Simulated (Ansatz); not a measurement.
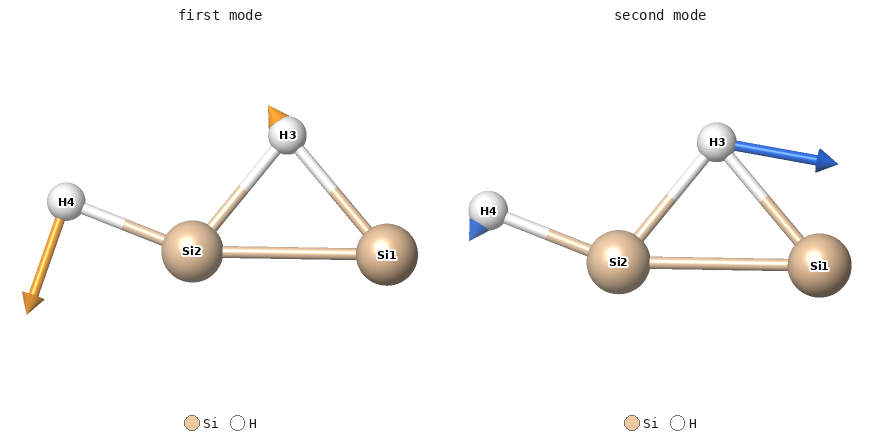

The system is H₂Si₂; the picture shows the reference structure; its two panels give the patterns of the first and the second mode as arrows. First axis: normal mode 2 (480 cm⁻¹). Second axis: normal mode 4 (1236 cm⁻¹). Nothing is relaxed (straight displacements along the two mass-weighted modes). The scan uses a 15 × 15 grid. All energies are given in kJ/mol relative to the lowest grid point. The restricted reference is unstable at some or all points, so the energies there are unreliable. All numbers below come from RHF-MP2, frozen core/def2-TZVP (Ansatz 0.2.0).

Its coordinates:

```yaml
atoms:
  - { symbol: Si, position_ang: [0.0047, -0.7364, 1.5849] }
  - { symbol: Si, position_ang: [-0.4603, 0.3986, -0.1472] }
  - { symbol: H, position_ang: [0.7983, -0.6131, 0.0827] }
  - { symbol: H, position_ang: [-0.3426, 0.9508, -1.5205] }
```

Range: normal mode 2 (480 cm⁻¹) from −0.518 to 0.518 amu½·Å; normal mode 4 (1236 cm⁻¹) from −0.327 to 0.327 amu½·Å.

> What landscape does the calculation give?

The lowest grid point is at normal mode 2 (480 cm⁻¹) = 0.000 amu½·Å, normal mode 4 (1236 cm⁻¹) = 0.000 amu½·Å. It is the only kind of minimum in the scanned range. The highest grid point, normal mode 2 (480 cm⁻¹) = −0.518 amu½·Å, normal mode 4 (1236 cm⁻¹) = 0.327 amu½·Å, lies 66.9 kJ/mol above the lowest.

| normal mode 4 (1236 cm⁻¹) ↓, normal mode 2 (480 cm⁻¹) → | −0.518 | −0.444 | −0.370 | −0.296 | −0.222 | −0.148 | −0.074 | 0.000 | 0.074 | 0.148 | 0.222 | 0.296 | 0.370 | 0.444 | 0.518 |
| --- | --- | --- | --- | --- | --- | --- | --- | --- | --- | --- | --- | --- | --- | --- | --- |
| 0.327 | 66.9 | 59.2 | 52.6 | 47.1 | 42.5 | 38.7 | 35.6 | 33.1 | 31.2 | 30.0 | 29.5 | 29.8 | 31.1 | 33.4 | 37.0 |
| 0.280 | 52.7 | 45.8 | 40.0 | 35.2 | 31.4 | 28.2 | 25.8 | 23.9 | 22.6 | 22.0 | 22.0 | 22.8 | 24.5 | 27.3 | 31.2 |
| 0.234 | 41.0 | 34.7 | 29.6 | 25.4 | 22.1 | 19.6 | 17.7 | 16.3 | 15.5 | 15.3 | 15.8 | 17.0 | 19.1 | 22.1 | 26.4 |
| 0.187 | 31.6 | 25.8 | 21.2 | 17.6 | 14.8 | 12.7 | 11.2 | 10.3 | 9.9 | 10.0 | 10.8 | 12.3 | 14.6 | 18.0 | 22.4 |
| 0.140 | 24.4 | 19.1 | 14.9 | 11.6 | 9.2 | 7.4 | 6.3 | 5.7 | 5.6 | 6.0 | 7.0 | 8.7 | 11.2 | 14.7 | 19.4 |
| 0.093 | 19.3 | 14.3 | 10.4 | 7.4 | 5.3 | 3.8 | 2.9 | 2.5 | 2.6 | 3.1 | 4.3 | 6.2 | 8.8 | 12.4 | 17.1 |
| 0.047 | 16.2 | 11.4 | 7.7 | 5.0 | 3.0 | 1.6 | 0.9 | 0.6 | 0.8 | 1.5 | 2.7 | 4.6 | 7.3 | 10.9 | 15.6 |
| 0.000 | 15.0 | 10.3 | 6.7 | 4.1 | 2.2 | 0.9 | 0.2 | 0.0 | 0.2 | 0.9 | 2.1 | 4.0 | 6.6 | 10.2 | 14.8 |
| −0.047 | 15.4 | 10.9 | 7.3 | 4.7 | 2.8 | 1.5 | 0.8 | 0.6 | 0.8 | 1.4 | 2.5 | 4.3 | 6.8 | 10.2 | 14.7 |
| −0.093 | 17.5 | 13.0 | 9.4 | 6.7 | 4.7 | 3.4 | 2.6 | 2.3 | 2.3 | 2.8 | 3.8 | 5.4 | 7.8 | 11.0 | 15.2 |
| −0.140 | 21.1 | 16.5 | 12.8 | 10.0 | 7.9 | 6.4 | 5.5 | 5.0 | 4.8 | 5.1 | 5.9 | 7.3 | 9.4 | 12.4 | 16.4 |
| −0.187 | 26.0 | 21.3 | 17.4 | 14.5 | 12.2 | 10.5 | 9.4 | 8.6 | 8.2 | 8.3 | 8.8 | 9.9 | 11.7 | 14.4 | 18.0 |
| −0.234 | 32.2 | 27.3 | 23.2 | 20.0 | 17.5 | 15.6 | 14.1 | 13.1 | 12.5 | 12.2 | 12.4 | 13.1 | 14.6 | 16.9 | 20.2 |
| −0.280 | 39.5 | 34.4 | 30.1 | 26.6 | 23.8 | 21.5 | 19.8 | 18.4 | 17.4 | 16.8 | 16.6 | 16.9 | 18.0 | 19.9 | 22.8 |
| −0.327 | 47.9 | 42.4 | 37.8 | 34.0 | 30.9 | 28.3 | 26.1 | 24.4 | 23.0 | 21.9 | 21.3 | 21.3 | 21.9 | 23.3 | 25.8 |

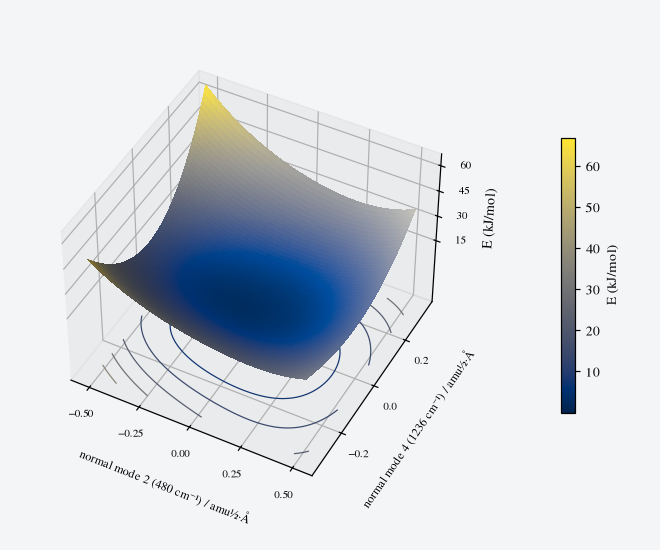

Drawn: a relief with its contours projected below. Between grid points the surface is interpolated.

Time for the 225 points that were run: 10 min on 1 thread of Arm Neoverse N1, with other jobs on the host.
